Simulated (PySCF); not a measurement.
# The bond of HoN, level by level, part 2 of 2

PySCF 2.14.0; Ho x2c-SVPall, N x2c-SVPall; spin-free X2C with a Gaussian nucleus. Earlier steps stand in the parts before.

## 8. PBEsol (GGA)

The SCF at the reference distance, 1.811 Å, printed:

```text
[lines on the frontier levels of each cycle are left out]
******** <class 'pyscf.dft.uks_symm.SymAdaptedUKS'> ********
method = SymAdaptedUKS
initial guess = minao
damping factor = 0
level_shift factor = 0
DIIS = <class 'pyscf.scf.diis.CDIIS'>
diis_start_cycle = 1
diis_space = 10
diis_damp = 0
SCF conv_tol = 1e-09
SCF conv_tol_grad = None
SCF max_cycles = 60
direct_scf = False
max_memory 3500 MB (current use 1145 MB)
number electrons alpha = 40  beta = 34
XC library pyscf.dft.libxc version 7.0.0
    S. Lehtola, C. Steigemann, M. J.T. Oliveira, and M. A.L. Marques.,  SoftwareX 7, 1–5 (2018)
XC functionals = PBEsol
    J. P. Perdew, A. Ruzsinszky, G. I. Csonka, O. A. Vydrov, G. E. Scuseria, L. A. Constantin, X. Zhou, and K. Burke.,  Phys. Rev. Lett. 100, 136406 (2008)
    J. P. Perdew, A. Ruzsinszky, G. I. Csonka, O. A. Vydrov, G. E. Scuseria, L. A. Constantin, X. Zhou, and K. Burke.,  Phys. Rev. Lett. 100, 136406 (2008)
small_rho_cutoff = 0
Set gradient conv threshold to 3.16228e-05
init E= -12665.4087831397
cycle= 1 E= -12664.8036330782  delta_E= 0.605  |g|= 1.65  |ddm|= 0.949
cycle= 2 E= -12647.0375670742  delta_E= 17.8  |g|= 9.92  |ddm|= 4.47
cycle= 3 E= -12660.4067811207  delta_E= -13.4  |g|= 4.83  |ddm|= 3.73
cycle= 4 E= -12664.9110200965  delta_E= -4.5  |g|= 1.33  |ddm|= 1.89
cycle= 5 E= -12665.3719292765  delta_E= -0.461  |g|= 0.518  |ddm|= 1.27
cycle= 6 E= -12665.3248173083  delta_E= 0.0471  |g|= 0.63  |ddm|= 0.539
cycle= 7 E= -12665.4257413368  delta_E= -0.101  |g|= 0.259  |ddm|= 0.423
cycle= 8 E= -12665.4332232967  delta_E= -0.00748  |g|= 0.193  |ddm|= 0.053
cycle= 9 E= -12665.42954696  delta_E= 0.00368  |g|= 0.226  |ddm|= 0.04
cycle= 10 E= -12665.4335032082  delta_E= -0.00396  |g|= 0.188  |ddm|= 0.0365
cycle= 11 E= -12665.4339383669  delta_E= -0.000435  |g|= 0.184  |ddm|= 0.0131
cycle= 12 E= -12665.4333546112  delta_E= 0.000584  |g|= 0.188  |ddm|= 0.0255
cycle= 13 E= -12665.4329752032  delta_E= 0.000379  |g|= 0.191  |ddm|= 0.00247
cycle= 14 E= -12665.4410906414  delta_E= -0.00812  |g|= 0.0542  |ddm|= 0.066
cycle= 15 E= -12665.4410226587  delta_E= 6.8e-05  |g|= 0.0599  |ddm|= 0.0233
cycle= 16 E= -12665.4417812738  delta_E= -0.000759  |g|= 0.00302  |ddm|= 0.0228
cycle= 17 E= -12665.4417839224  delta_E= -2.65e-06  |g|= 0.00174  |ddm|= 0.004
cycle= 18 E= -12665.441784493  delta_E= -5.71e-07  |g|= 0.000923  |ddm|= 0.00158
cycle= 19 E= -12665.4417847065  delta_E= -2.13e-07  |g|= 8.61e-05  |ddm|= 0.00102
cycle= 20 E= -12665.4417847155  delta_E= -9.04e-09  |g|= 1.64e-05  |ddm|= 0.000426
cycle= 21 E= -12665.4417847159  delta_E= -3.82e-10  |g|= 2.77e-05  |ddm|= 9.96e-05
Extra cycle  E= -12665.4417846259  delta_E= 8.99e-08  |g|= 0.000657  |ddm|= 0.000252
SCF not converged.
SCF energy = -12665.4417846259 after 60 cycles  <S^2> = 12.003565  2S+1 = 7.0010184

******** <class 'pyscf.dft.uks_symm.SymAdaptedUKS'> ********
method = SymAdaptedUKS
initial guess = minao
damping factor = 0
level_shift factor = 0.3
DIIS = <class 'pyscf.scf.diis.CDIIS'>
diis_start_cycle = 1
diis_space = 10
diis_damp = 0
SCF conv_tol = 1e-09
SCF conv_tol_grad = None
SCF max_cycles = 80
direct_scf = False
max_memory 3500 MB (current use 1145 MB)
number electrons alpha = 40  beta = 34
XC library pyscf.dft.libxc version 7.0.0
    S. Lehtola, C. Steigemann, M. J.T. Oliveira, and M. A.L. Marques.,  SoftwareX 7, 1–5 (2018)
XC functionals = PBEsol
    J. P. Perdew, A. Ruzsinszky, G. I. Csonka, O. A. Vydrov, G. E. Scuseria, L. A. Constantin, X. Zhou, and K. Burke.,  Phys. Rev. Lett. 100, 136406 (2008)
    J. P. Perdew, A. Ruzsinszky, G. I. Csonka, O. A. Vydrov, G. E. Scuseria, L. A. Constantin, X. Zhou, and K. Burke.,  Phys. Rev. Lett. 100, 136406 (2008)
small_rho_cutoff = 0
Set gradient conv threshold to 3.16228e-05
init E= -12665.4087831397
cycle= 1 E= -12665.4216517993  delta_E= -0.0129  |g|= 0.0753  |ddm|= 0.162
cycle= 2 E= -12665.4266061841  delta_E= -0.00495  |g|= 0.0898  |ddm|= 0.125
cycle= 3 E= -12665.4321083471  delta_E= -0.0055  |g|= 0.0683  |ddm|= 0.0846
cycle= 4 E= -12665.4328670644  delta_E= -0.000759  |g|= 0.118  |ddm|= 0.0645
cycle= 5 E= -12665.4325881141  delta_E= 0.000279  |g|= 0.145  |ddm|= 0.0544
cycle= 6 E= -12665.4363567356  delta_E= -0.00377  |g|= 0.077  |ddm|= 0.0552
cycle= 7 E= -12665.4382848753  delta_E= -0.00193  |g|= 0.0402  |ddm|= 0.044
cycle= 8 E= -12665.4393222718  delta_E= -0.00104  |g|= 0.028  |ddm|= 0.0448
cycle= 9 E= -12665.4393290759  delta_E= -6.8e-06  |g|= 0.0616  |ddm|= 0.0388
cycle= 10 E= -12665.4391913557  delta_E= 0.000138  |g|= 0.078  |ddm|= 0.0305
[... 60 lines of further cycles left out ...]
cycle= 71 E= -12665.4417847134  delta_E= -6.69e-10  |g|= 9.76e-05  |ddm|= 2.27e-05
cycle= 72 E= -12665.4417847139  delta_E= -5.38e-10  |g|= 8.74e-05  |ddm|= 2.02e-05
cycle= 73 E= -12665.4417847144  delta_E= -4.62e-10  |g|= 7.76e-05  |ddm|= 1.8e-05
cycle= 74 E= -12665.4417847148  delta_E= -3.87e-10  |g|= 6.84e-05  |ddm|= 1.58e-05
cycle= 75 E= -12665.4417847151  delta_E= -2.91e-10  |g|= 5.99e-05  |ddm|= 1.39e-05
cycle= 76 E= -12665.4417847153  delta_E= -2.33e-10  |g|= 5.31e-05  |ddm|= 1.23e-05
cycle= 77 E= -12665.4417847155  delta_E= -1.8e-10  |g|= 4.64e-05  |ddm|= 1.06e-05
cycle= 78 E= -12665.4417847156  delta_E= -1.27e-10  |g|= 4.13e-05  |ddm|= 9.49e-06
cycle= 79 E= -12665.4417847157  delta_E= -1.09e-10  |g|= 3.63e-05  |ddm|= 8.15e-06
cycle= 80 E= -12665.4417847158  delta_E= -7.46e-11  |g|= 3.21e-05  |ddm|= 7.08e-06
SCF not converged.
SCF energy = -12665.4417847158 after 80 cycles  <S^2> = 12.003564  2S+1 = 7.0010183
Overwritten attributes  get_jk get_hcore get_k get_occ get_j  of <class 'pyscf.soscf.newton_ah.SecondOrderSymAdaptedUKS'>
<class 'pyscf.soscf.newton_ah.SecondOrderSymAdaptedUKS'> does not have attributes  refdm

******** <class 'pyscf.soscf.newton_ah.SecondOrderSymAdaptedUKS'> ********
method = SecondOrderSymAdaptedUKS
initial guess = minao
damping factor = 0
level_shift factor = 0
DIIS = <class 'pyscf.scf.diis.CDIIS'>
diis_start_cycle = 1
diis_space = 10
diis_damp = 0
SCF conv_tol = 1e-09
SCF conv_tol_grad = None
SCF max_cycles = 40
direct_scf = False
max_memory 3500 MB (current use 1145 MB)
number electrons alpha = 40  beta = 34
XC library pyscf.dft.libxc version 7.0.0
    S. Lehtola, C. Steigemann, M. J.T. Oliveira, and M. A.L. Marques.,  SoftwareX 7, 1–5 (2018)
XC functionals = PBEsol
    J. P. Perdew, A. Ruzsinszky, G. I. Csonka, O. A. Vydrov, G. E. Scuseria, L. A. Constantin, X. Zhou, and K. Burke.,  Phys. Rev. Lett. 100, 136406 (2008)
    J. P. Perdew, A. Ruzsinszky, G. I. Csonka, O. A. Vydrov, G. E. Scuseria, L. A. Constantin, X. Zhou, and K. Burke.,  Phys. Rev. Lett. 100, 136406 (2008)
small_rho_cutoff = 0
******** <class 'pyscf.dft.uks_symm.SymAdaptedUKS'> Newton solver flags ********
SCF tol = 1e-09
conv_tol_grad = None
max. SCF cycles = 40
direct_scf = False
max_cycle_inner = 12
max_stepsize = 0.05
ah_start_tol = 1e+09
ah_level_shift = 0
ah_conv_tol = 1e-12
ah_lindep = 1e-14
ah_start_cycle = 1
ah_max_cycle = 40
ah_grad_trust_region = 2.5
kf_interval = 4
kf_trust_region = 5
canonicalization = True
max_memory 3500 MB (current use 1145 MB)
Set conv_tol_grad to 3.16228e-05
Initial guess E= -12665.4417847158  |g|= 3.20563e-05
macro= 0  E= -12665.441784716  delta_E= -2.21917e-10  |g|= 3.20563e-05  1 KF 3 JK
macro= 1  E= -12665.441784716  delta_E= 3.63798e-12  |g|= 4.83465e-06  1 KF 2 JK
Canonicalize SCF orbitals
macro X = 2  E=-12665.441784716  |g|= 4.83465e-06  total 3 KF 8 JK

converged SCF energy = -12665.441784716  <S^2> = 12.003564  2S+1 = 7.0010183
```

Re = 1.809 Å, ωe = 727 cm⁻¹, ωexe = 4.52 cm⁻¹, αe = 0.00278 cm⁻¹, Be = 0.3992 cm⁻¹, De = 3.40 eV, μ = -3.77 D.

## 9. TPSSh (hybrid meta-GGA)

Output of the SCF at 1.811 Å:

```text
******** <class 'pyscf.dft.uks_symm.SymAdaptedUKS'> ********
method = SymAdaptedUKS
initial guess = minao
damping factor = 0
level_shift factor = 0
DIIS = <class 'pyscf.scf.diis.CDIIS'>
diis_start_cycle = 1
diis_space = 10
diis_damp = 0
SCF conv_tol = 1e-09
SCF conv_tol_grad = None
SCF max_cycles = 60
direct_scf = False
max_memory 3500 MB (current use 1145 MB)
number electrons alpha = 40  beta = 34
XC library pyscf.dft.libxc version 7.0.0
    S. Lehtola, C. Steigemann, M. J.T. Oliveira, and M. A.L. Marques.,  SoftwareX 7, 1–5 (2018)
XC functionals = TPSSH
    V. N. Staroverov, G. E. Scuseria, J. Tao, and J. P. Perdew.,  J. Chem. Phys. 119, 12129 (2003)
small_rho_cutoff = 0
Set gradient conv threshold to 3.16228e-05
init E= -12669.7654162119
cycle= 1 E= -12669.7682405718  delta_E= -0.00282  |g|= 0.055  |ddm|= 0.109
cycle= 2 E= -12669.76692256  delta_E= 0.00132  |g|= 0.108  |ddm|= 0.0928
cycle= 3 E= -12669.7689898791  delta_E= -0.00207  |g|= 0.0147  |ddm|= 0.052
cycle= 4 E= -12669.7685909841  delta_E= 0.000399  |g|= 0.0424  |ddm|= 0.033
cycle= 5 E= -12669.7690516246  delta_E= -0.000461  |g|= 0.0152  |ddm|= 0.0162
cycle= 6 E= -12669.7691005609  delta_E= -4.89e-05  |g|= 0.00518  |ddm|= 0.00858
cycle= 7 E= -12669.7691074337  delta_E= -6.87e-06  |g|= 0.000805  |ddm|= 0.00535
cycle= 8 E= -12669.7691079952  delta_E= -5.61e-07  |g|= 0.00061  |ddm|= 0.00149
cycle= 9 E= -12669.7691083973  delta_E= -4.02e-07  |g|= 0.000212  |ddm|= 0.0013
cycle= 10 E= -12669.769108731  delta_E= -3.34e-07  |g|= 0.00011  |ddm|= 0.00162
cycle= 11 E= -12669.7691090705  delta_E= -3.39e-07  |g|= 0.000141  |ddm|= 0.00319
cycle= 12 E= -12669.7691090995  delta_E= -2.9e-08  |g|= 5.77e-05  |ddm|= 0.000995
cycle= 13 E= -12669.7691091005  delta_E= -1e-09  |g|= 1.16e-05  |ddm|= 9.87e-05
cycle= 14 E= -12669.7691091006  delta_E= -8.19e-11  |g|= 1.88e-06  |ddm|= 4.55e-05
Extra cycle  E= -12669.7691091006  delta_E= 5.46e-12  |g|= 7.47e-06  |ddm|= 7.81e-06
converged SCF energy = -12669.7691091006  <S^2> = 12.005449  2S+1 = 7.0015567
```

Re = 1.820 Å, ωe = 764 cm⁻¹, Be = 0.3942 cm⁻¹, De = 2.64 eV, μ = -3.98 D. 4.6 min of CPU time for 12 points, integrals apart.

## 10. HSE06

The SCF at the reference distance, 1.811 Å, printed:

```text
******** <class 'pyscf.dft.uks_symm.SymAdaptedUKS'> ********
method = SymAdaptedUKS
initial guess = minao
damping factor = 0
level_shift factor = 0
DIIS = <class 'pyscf.scf.diis.CDIIS'>
diis_start_cycle = 1
diis_space = 10
diis_damp = 0
SCF conv_tol = 1e-09
SCF conv_tol_grad = None
SCF max_cycles = 60
direct_scf = False
max_memory 3500 MB (current use 1145 MB)
number electrons alpha = 40  beta = 34
XC library pyscf.dft.libxc version 7.0.0
    S. Lehtola, C. Steigemann, M. J.T. Oliveira, and M. A.L. Marques.,  SoftwareX 7, 1–5 (2018)
XC functionals = HSE06
    J. Heyd, G. E. Scuseria, and M. Ernzerhof.,  J. Chem. Phys. 118, 8207 (2003)
    J. Heyd, G. E. Scuseria, and M. Ernzerhof.,  J. Chem. Phys. 124, 219906 (2006)
    A. V. Krukau, O. A. Vydrov, A. F. Izmaylov, and G. E. Scuseria.,  J. Chem. Phys. 125, 224106 (2006)
small_rho_cutoff = 0
Set gradient conv threshold to 3.16228e-05
init E= -12669.6463606801
cycle= 1 E= -12669.6463455895  delta_E= 1.51e-05  |g|= 0.024  |ddm|= 0.0281
cycle= 2 E= -12669.6451667306  delta_E= 0.00118  |g|= 0.0744  |ddm|= 0.0531
cycle= 3 E= -12669.6464408319  delta_E= -0.00127  |g|= 0.00657  |ddm|= 0.0414
cycle= 4 E= -12669.6464626037  delta_E= -2.18e-05  |g|= 0.000898  |ddm|= 0.00561
cycle= 5 E= -12669.6464629463  delta_E= -3.43e-07  |g|= 0.000574  |ddm|= 0.00095
cycle= 6 E= -12669.6464630937  delta_E= -1.47e-07  |g|= 0.000221  |ddm|= 0.000559
cycle= 7 E= -12669.6464631562  delta_E= -6.26e-08  |g|= 5.52e-05  |ddm|= 0.000664
cycle= 8 E= -12669.6464631684  delta_E= -1.22e-08  |g|= 3.55e-05  |ddm|= 0.000195
cycle= 9 E= -12669.6464632236  delta_E= -5.52e-08  |g|= 3.01e-05  |ddm|= 0.000214
cycle= 10 E= -12669.6464632443  delta_E= -2.07e-08  |g|= 2.8e-05  |ddm|= 0.000526
cycle= 11 E= -12669.6464632553  delta_E= -1.1e-08  |g|= 1.28e-05  |ddm|= 0.00057
cycle= 12 E= -12669.6464632125  delta_E= 4.28e-08  |g|= 3.86e-06  |ddm|= 0.000178
cycle= 13 E= -12669.6464632126  delta_E= -1.04e-10  |g|= 1.52e-06  |ddm|= 4.46e-05
Extra cycle  E= -12669.6464632126  delta_E=    0  |g|= 1.43e-06  |ddm|= 3.83e-06
converged SCF energy = -12669.6464632126  <S^2> = 12.005783  2S+1 = 7.001652
```

Re = 1.814 Å, ωe = 802 cm⁻¹, ωexe = 2.22 cm⁻¹, αe = 0.00125 cm⁻¹, Be = 0.3968 cm⁻¹, De = 2.53 eV, μ = -4.26 D. 3.2 min of CPU time for 12 points, integrals apart.

## 11. UHF

Output of the SCF at 1.811 Å:

```text
******** <class 'pyscf.scf.uhf_symm.SymAdaptedUHF'> ********
method = SymAdaptedUHF
initial guess = minao
damping factor = 0
level_shift factor = 0
DIIS = <class 'pyscf.scf.diis.CDIIS'>
diis_start_cycle = 1
diis_space = 10
diis_damp = 0
SCF conv_tol = 1e-09
SCF conv_tol_grad = None
SCF max_cycles = 60
direct_scf = False
max_memory 3500 MB (current use 1244 MB)
number electrons alpha = 40  beta = 34
Overwritten attributes  get_jk get_hcore get_k get_occ get_j  of <class 'pyscf.scf.uhf_symm.SymAdaptedUHF'>
<class 'pyscf.scf.uhf_symm.SymAdaptedUHF'> does not have attributes  refdm
Set gradient conv threshold to 3.16228e-05
init E= -12665.2504855179
cycle= 1 E= -12665.3048448527  delta_E= -0.0544  |g|= 0.118  |ddm|= 0.366
cycle= 2 E= -12665.3115809648  delta_E= -0.00674  |g|= 0.0708  |ddm|= 0.121
cycle= 3 E= -12665.3131891253  delta_E= -0.00161  |g|= 0.0232  |ddm|= 0.0446
cycle= 4 E= -12665.3138521475  delta_E= -0.000663  |g|= 0.00721  |ddm|= 0.0466
cycle= 5 E= -12665.3139576515  delta_E= -0.000106  |g|= 0.00418  |ddm|= 0.0196
cycle= 6 E= -12665.3139997541  delta_E= -4.21e-05  |g|= 0.00313  |ddm|= 0.0119
cycle= 7 E= -12665.3140314204  delta_E= -3.17e-05  |g|= 0.00265  |ddm|= 0.0102
cycle= 8 E= -12665.3140595332  delta_E= -2.81e-05  |g|= 0.0024  |ddm|= 0.00793
cycle= 9 E= -12665.3141039078  delta_E= -4.44e-05  |g|= 0.00211  |ddm|= 0.0127
cycle= 10 E= -12665.3141401657  delta_E= -3.63e-05  |g|= 0.00178  |ddm|= 0.0122
cycle= 11 E= -12665.3141801827  delta_E= -4e-05  |g|= 0.00141  |ddm|= 0.0175
cycle= 12 E= -12665.3142012145  delta_E= -2.1e-05  |g|= 0.00116  |ddm|= 0.0117
cycle= 13 E= -12665.3142204546  delta_E= -1.92e-05  |g|= 0.000757  |ddm|= 0.0145
cycle= 14 E= -12665.314228513  delta_E= -8.06e-06  |g|= 0.000434  |ddm|= 0.0112
cycle= 15 E= -12665.3142302255  delta_E= -1.71e-06  |g|= 0.000248  |ddm|= 0.00502
cycle= 16 E= -12665.3142306044  delta_E= -3.79e-07  |g|= 0.000145  |ddm|= 0.00218
cycle= 17 E= -12665.3142306891  delta_E= -8.46e-08  |g|= 9.78e-05  |ddm|= 0.000753
cycle= 18 E= -12665.3142307286  delta_E= -3.96e-08  |g|= 7.12e-05  |ddm|= 0.000334
cycle= 19 E= -12665.3142307557  delta_E= -2.7e-08  |g|= 4.26e-05  |ddm|= 0.000334
cycle= 20 E= -12665.3142307674  delta_E= -1.18e-08  |g|= 1.92e-05  |ddm|= 0.000299
cycle= 21 E= -12665.314230769  delta_E= -1.55e-09  |g|= 7.79e-06  |ddm|= 0.000106
cycle= 22 E= -12665.3142307693  delta_E= -3.53e-10  |g|= 4.12e-06  |ddm|= 5.32e-05
Extra cycle  E= -12665.3142307694  delta_E= -5.82e-11  |g|= 3.39e-06  |ddm|= 6.77e-06
converged SCF energy = -12665.3142307694  <S^2> = 12.013759  2S+1 = 7.00393
```

No constants are quoted: fits of two degrees disagree. 64 s of CPU time for 12 points, integrals apart.

## 12. Correlated methods on the Hartree–Fock reference

Reference: UHF; core orbitals frozen: 19.

Correlation energy (eV) along the bond:

```tsv
R (Å)	MP2	SCS-MP2
1.558	-22.972	-20.177
1.630	-22.660	-19.930
1.702	-22.423	-19.750
1.757	-22.285	-19.650
1.811	-22.177	-19.575
1.865	-22.092	-19.520
1.938	-22.004	-19.467
2.028	-21.818	-19.321
2.137	-21.283	-18.788
2.282	-20.683	-18.172
```

UHF-MP2: No constants are quoted: the points don't follow one smooth fit.

UHF-SCS-MP2: No constants are quoted: the points don't follow one smooth fit.

## 13. The curves together

Energy (eV) from each level's lowest point:

```tsv
R (Å)	UHF	UHF-MP2	UHF-SCS-MP2	PBE	PBEsol	r²SCAN	TPSSh	PBE0	HSE06
1.558	2.071	1.240	1.434	1.340	1.227	1.248	1.339	1.318	1.346
1.630	1.108	0.591	0.718	0.625	0.547	0.572	0.636	0.618	0.638
1.702	0.474	0.194	0.264	0.216	0.171	0.188	0.222	0.205	0.217
1.757	0.185	0.042	0.076	0.059	0.037	0.045	0.060	0.048	0.054
1.811	0.034	0.000	0.000	0.000	0.000	0.000	0.000	0.000	0.000
1.865	0.000	0.050	0.020	0.015	0.036	0.033	0.025	0.043	0.037
1.938	0.102	0.241	0.175	0.117	0.167	0.152	0.160	0.214	0.202
2.028	0.402	0.726	0.621	0.318	0.411	0.354	0.426	0.563	0.543
2.137	0.867	1.726	1.619	0.598	0.743	0.581	0.783	1.111	1.085
2.282	1.486	2.945	2.854	0.888	1.113	0.974	1.195	1.920	1.893
```

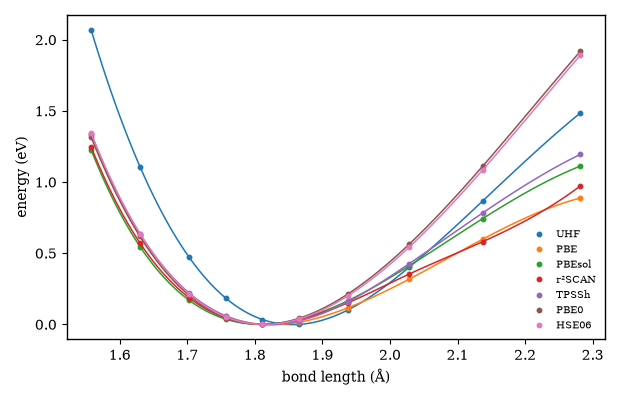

All levels on one scale; every curve starts from its own lowest point. Far from equilibrium a single determinant need not separate into the right atoms, and MP2 on it can jump. Curves with a jump are left out.

The whole job (state search and all levels along the bond) took 23 min on 2 threads of Arm Neoverse V1 (shared host), peak memory 3.4 GiB.

## 14. Constants by level of theory

This closing draws on all 2 parts.

Lowest PBE0 solution found, without spin–orbit coupling: septet, unpaired electrons σ ↑↑, π ↑↑, δ ↑, φ ↑, about 10.2 electrons in the 4f shell (Mulliken). State 3 has its PBE0 minimum 0.31 eV higher, as a spin-mixed determinant (⟨S²⟩ = 4.01), so this is no gap between pure states. The other levels ran on the lowest alone.

```tsv
level	Re (Å)	ωe (cm⁻¹)	De (eV)	μ (D)
PBE	1.825	701	3.04	-3.82
PBEsol	1.809	727	3.40	-3.77
TPSSh	1.820	764	2.64	-3.98
PBE0	1.811	806	2.49	-4.20
HSE06	1.814	802	2.53	-4.26
```

De is counted to Ho + N in their ground configurations. A positive dipole means Ho(−)N(+). No constants: UHF (fits of two degrees disagree); UHF-MP2 (the points don't follow one smooth fit); UHF-SCS-MP2 (the points don't follow one smooth fit); r²SCAN (the points don't follow one smooth fit).

Time per point (s) on 2 threads of Arm Neoverse V1, shared host (CPU time, shared integrals of 5.3 s apart; correlated levels include their reference); the times are rough: PBE 19, PBEsol 17, TPSSh 23, PBE0 10, HSE06 16.

What this shows: Bond lengths run from 1.809 Å (PBEsol) to 1.825 Å (PBE). Among the levels with a De in the table, it runs from 2.49 eV (PBE0) to 3.40 eV (PBEsol).

Correlated steps freeze 19 core orbitals. Spin–orbit coupling is left out, which matters for elements this heavy, above all for dissociation energies. With d or f electrons several states lie close, and the lowest PBE0 determinant need not be the measured ground state. At some levels the lowest empty orbital lies below the highest filled one (the two can be of opposite spin). With spin–orbit coupling the term label itself may not hold.
